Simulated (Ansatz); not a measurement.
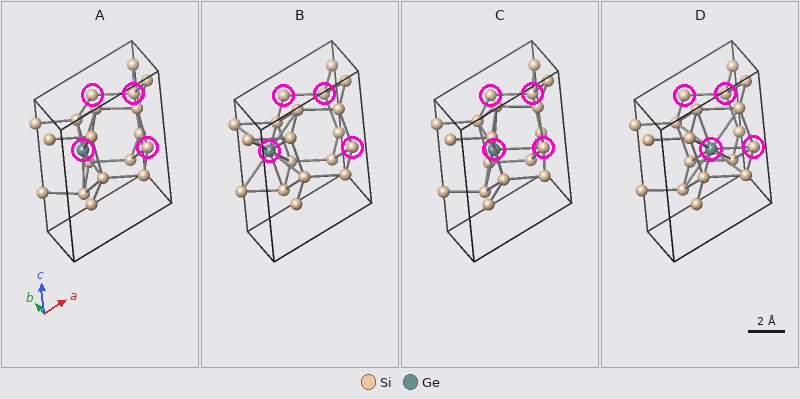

4 geometries from a converged minimum-energy path of Si with an interstitial Ge (17 atoms in the cell), shuffled. A ball-and-stick model of the reduced simulation cell (origin moved), seen slightly off an axis. The atoms that move most are ringed. Lengths and directions refer to the drawn axes. Bonds to atoms that aren't drawn are left out.

Method: Ansatz, DFT PBEsol, scalar-relativistic, plane waves, PAW. Settings: plane-wave cutoff 420 eV; k-point mesh 2 × 2 × 2; Gaussian smearing 0.05 eV; 7 movable images; climbing image; force threshold 0.05 eV/Å; iteration limit 20; starting path by image-dependent pair potential.

Which frame is the top of the path?

C. In order along the path, whose images run from 0 to 8: B (image 0, 0.00 eV), A (image 3, +0.30 eV), C (image 5, +0.32 eV), D (image 8, 0.00 eV). The Ge atom travels furthest, 2.36 Å from end to end, along [3 −1 −1], on a straight line. At the highest image its nearest neighbour (Si) is 2.44 Å away, against 2.42 Å at the start, and the surrounding atoms stand up to 0.54 Å off the mean of their end positions.

Limits of the set-up: the periodic images lie only 7.7 Å apart, so the values are limited by the cell's size.

The run took 6.3 min on 1 thread of Arm Neoverse V2 (shared host), peak memory 0.94 GiB.

PAW datasets: the set soft_1.
